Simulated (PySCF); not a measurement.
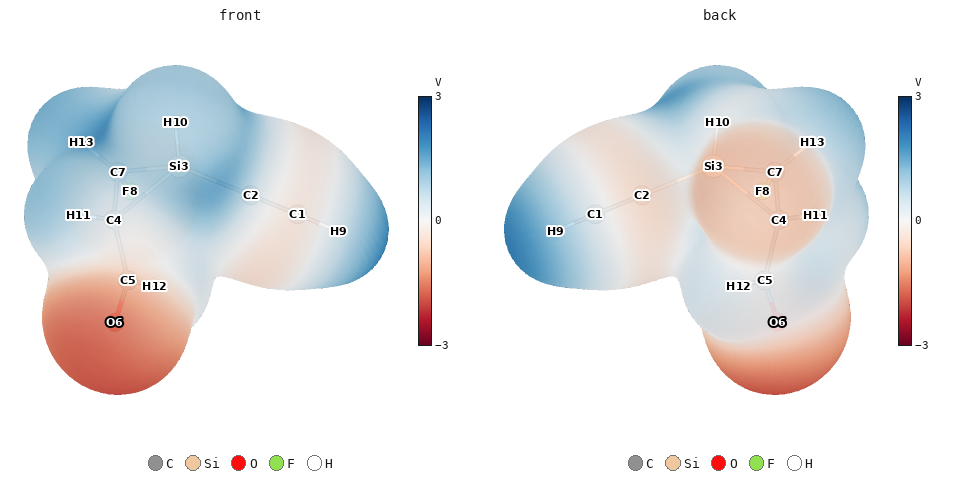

Figure. C$_{5}$H$_{5}$FOSi. The molecular electrostatic potential painted on the density surface at 0.002 e/bohr³, seen from the front and from behind; the colour scale runs from red (negative) to blue (positive).

Geometry: GFN2-xTB.

Method: PySCF 2.14.0, PBE0/pcSseg-1, SCF density, gas phase, non-relativistic.

```xyz
13

C     2.7179    0.0250    1.0782
C     1.9245   -0.1231    0.1850
Si    0.7075   -0.3658   -1.1597
C    -1.0555    0.3523   -0.8199
C    -1.1931    1.2062    0.3488
O    -1.5663    2.3551    0.3238
C    -0.9324   -1.1665   -0.6562
F    -1.0947   -1.6414    0.6182
H     3.4047    0.1594    1.8638
H     1.1403   -0.4486   -2.5397
H    -1.6259    0.6876   -1.6787
H    -0.8865    0.7264    1.2975
H    -1.5449   -1.7663   -1.3237
```

> Where is the surface potential most negative and most positive?

The most negative region (about −1.9 V, or −44 kcal/mol for a unit charge) lies over O6, the most positive (about +2.0 V, or +46 kcal/mol for a unit charge) over H9. O6 is the likeliest acceptor of a hydrogen bond.
